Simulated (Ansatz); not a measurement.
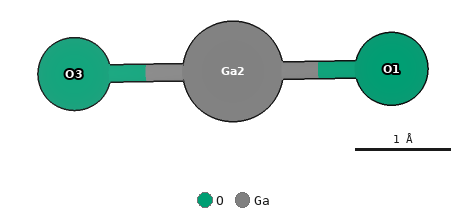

**Figure 1.** The structure of run 1 (ball-and-stick view, seen on its broad side; atoms are numbered from 1 in the order of the input). Sticks mark near contacts. Bond lengths as drawn: Ga–O 1.69 Å.

# Two runs on GaO₂

System: GaO₂, multiplicity 2, SMILES [O][Ga]=[O].
Method of run 1: UKS PBE-D4/def2-TZVPP (Ansatz 0.2.0).

Text and figures count atoms from 1; the logs count them from 0 in places.

**The input, run 1**
```yaml
crystal:
  periodic: [false, false, false]
  atoms:
    - { symbol: O, position_ang: [0.0, 0.0, -1.68544902] }
    - { symbol: Ga, position_ang: [0.0, 0.0, -3.49e-06] }
    - { symbol: O, position_ang: [0.0, 0.0, 1.68544251] }
magnetization:
  spin_polarized: true
  initial_magnetization: 1
basis:
  gaussian: { orbitals: def2-TZVPP }
hamiltonian:
  xc: pbe
  dispersion: d4
relax:
  f_tol: 0.002
  max_steps: 150
```

Launched with:
```bash
ansatz run input.yaml --threads 2 --pin off --max-ram 5120MiB --backend cpu --events-out ev --progress --plain --runs-dir out
```

Hardware: 2 threads of Oxide Virtual Turin-like (Zen 5), 32 GiB of memory available, shared host.

**Output, shortened to warnings, some set-up lines, iterations and results (run 1)**
```
[...]
mean field evaluation 1: about -56446.6344 eV, gradient 6.3e1 eV
mean field evaluation 2: about -56345.3709 eV, gradient 1.6e2 eV
mean field evaluation 4: about -56459.3760 eV, gradient 9.3e0 eV
mean field evaluation 8: about -56459.6676 eV, gradient 1.7e-1 eV
mean field evaluation 16: about -56459.6512 eV, gradient 2.4e-5 eV
mean field evaluation 32: about -56458.7402 eV, gradient 5.7e-5 eV
relax step   1: F+E_penalty+E_count = -56459.69515643 eV  Δ(F+E_penalty+E_count) = +0.000e0 eV  max|allowed force component| = 6.882e-1 eV/Å  Δτ_max = 0.0000 Å  (118 SCF …
relax step   2: F+E_penalty+E_count = -56459.70591730 eV  Δ(F+E_penalty+E_count) = -1.076e-2 eV  max|allowed force component| = 3.331e-1 eV/Å  Δτ_max = 0.0106 Å  (33 SCF …
mean field evaluation 64: about -56459.6658 eV, gradient 2.2e-5 eV
relax step   3: F+E_penalty+E_count = -56459.70937909 eV  Δ(F+E_penalty+E_count) = -3.462e-3 eV  max|allowed force component| = 1.242e-2 eV/Å  Δτ_max = 0.0101 Å  (33 SCF …
relax step   4: F+E_penalty+E_count = -56459.70938410 eV  Δ(F+E_penalty+E_count) = -5.003e-6 eV  max|allowed force component| = 1.388e-4 eV/Å  Δτ_max = 0.0004 Å  (22 SCF …
mean field evaluation 96: about -56459.6649 eV, gradient 2.0e-1 eV
mean field evaluation 128: about -56459.6542 eV, gradient 1.7e0 eV
mean field -56459.66581126 eV, -2074.8544488278 hartree, gradient 4.3e-5 eV, S^2 0.764137; 8 other end points of the search recorded, 0 dependent functions left out
the calculation of the forces begins
reference -56459.66584369 eV, -2074.8544500196 hartree; 24, 23 occupied and 86, 87 virtual orbitals, 670 factors
Total energy: -56459.70941653 eV, -2074.8560512918 hartree
Atom 0 at    -0.000000    -0.000000    -1.706526 Å, force    -0.000000    -0.000000    -0.000139 eV/Å
Atom 1 at     0.000000     0.000000    -0.000004 Å, force     0.000000     0.000000     0.000000 eV/Å
Atom 2 at    -0.000000    -0.000000     1.706520 Å, force    -0.000000    -0.000000     0.000139 eV/Å
Dipole moment:    -0.000000    -0.000000    -0.000000 e Å
```

The input of run 2 differs as follows (lines with − go, lines with + come):
```diff
-  xc: pbe
+  xc: r2scan
```

What does this change do to the results?

The total energies belong to different methods, so their difference says nothing on which is more stable or more accurate. The functional changes from PBE to r2SCAN. On the same kind of shared host run 2 took about 2.3 times as long.

**Output (run 2)**
```
The last accepted step is kept in [file] (removed where the run ends without a failure and the disk answers)
Engine: ansatz 0.2.0, x86_64-unknown-linux-gnu
Functional definition: r2SCAN
  parameter k0 = 0.174
  parameter k1 = 0.065
  parameter a1 = 4.9479
  exchange = r2scan_x(k0 = k0, k1 = k1, a1 = a1)
  correlation = r2scan_c
670 factors; their error is unknown
mean field evaluation 1: about -56458.1400 eV, gradient 5.7e1 eV
mean field evaluation 2: about -56384.1686 eV, gradient 1.4e2 eV
mean field evaluation 4: about -56469.1428 eV, gradient 3.9e0 eV
mean field evaluation 8: about -56469.2076 eV, gradient 2.5e-1 eV
mean field evaluation 16: about -56469.1906 eV, gradient 1.9e-5 eV
mean field evaluation 32: about -56468.1863 eV, gradient 5.3e-4 eV
mean field -56469.19057072 eV, -2075.2044772817 hartree, gradient 2.0e-5 eV, S^2 0.784366; 7 other end points of the search recorded, 0 dependent functions left out
the calculation of the forces begins
reference -56469.19058287 eV, -2075.2044777284 hartree; 24, 23 occupied and 86, 87 virtual orbitals, 670 factors
relax step   1: F+E_penalty+E_count = -56469.19993049 eV  Δ(F+E_penalty+E_count) = +0.000e0 eV  max|allowed force component| = 9.779e-2 eV/Å  Δτ_max = 0.0000 Å  (178 SCF iters, accepted)
these checks for a lower state are left out or cut short: starts, cluster_reference, orbital_swaps, neighbouring_geometries, increment
670 factors; their error is unknown
mean field evaluation 64: about -56469.1908 eV, gradient 1.1e-5 eV
mean field -56469.19079061 eV, -2075.2044853627 hartree, gradient 1.1e-5 eV, S^2 0.784477; 0 other end points of the search recorded, 0 dependent functions left out
the calculation of the forces begins
reference -56469.19080277 eV, -2075.2044858094 hartree; 24, 23 occupied and 86, 87 virtual orbitals, 670 factors
relax step   2: F+E_penalty+E_count = -56469.20014645 eV  Δ(F+E_penalty+E_count) = -2.160e-4 eV  max|allowed force component| = 4.603e-2 eV/Å  Δτ_max = 0.0015 Å  (34 SCF iters, accepted)
these checks for a lower state are left out or cut short: starts, cluster_reference, orbital_swaps, neighbouring_geometries, increment
670 factors; their error is unknown
mean field -56469.19085602 eV, -2075.2044877665 hartree, gradient 1.0e-5 eV, S^2 0.784576; 0 other end points of the search recorded, 0 dependent functions left out
the calculation of the forces begins
reference -56469.19086817 eV, -2075.2044882131 hartree; 24, 23 occupied and 86, 87 virtual orbitals, 670 factors
relax step   3: F+E_penalty+E_count = -56469.20020836 eV  Δ(F+E_penalty+E_count) = -6.191e-5 eV  max|allowed force component| = 2.348e-4 eV/Å  Δτ_max = 0.0013 Å  (35 SCF iters, accepted)
670 factors; their error is unknown
mean field evaluation 96: about -56469.1930 eV, gradient 9.6e-3 eV
mean field evaluation 128: about -56468.3851 eV, gradient 8.9e0 eV
mean field -56469.19085602 eV, -2075.2044877665 hartree, gradient 9.8e-6 eV, S^2 0.784576; 9 other end points of the search recorded, 0 dependent functions left out
the calculation of the forces begins
reference -56469.19086817 eV, -2075.2044882131 hartree; 24, 23 occupied and 86, 87 virtual orbitals, 670 factors
Total energy: -56469.20022051 eV, -2075.2048319053 hartree
Atom 0 at     0.000000     0.000000    -1.688291 Å, force     0.000000    -0.000000    -0.000235 eV/Å
Atom 1 at    -0.000000    -0.000000    -0.000003 Å, force    -0.000000     0.000000     0.000000 eV/Å
Atom 2 at     0.000000     0.000000     1.688285 Å, force     0.000000     0.000000     0.000235 eV/Å
Dipole moment:    -0.000000    -0.000000     0.000000 e Å
```

**The two runs side by side**

| quantity | run 1 | run 2 |
| --- | --- | --- |
| outcome | converged | converged |
| total energy (hartree) | −2074.856051 | −2075.204832 |
| ⟨S²⟩ | 0.764 | 0.785 |
| largest force (eV/Å) | 0.000 | 0.000 |
| basis functions | 110 | 110 |
| wall time (shared host) | 7.7 s | 18 s |
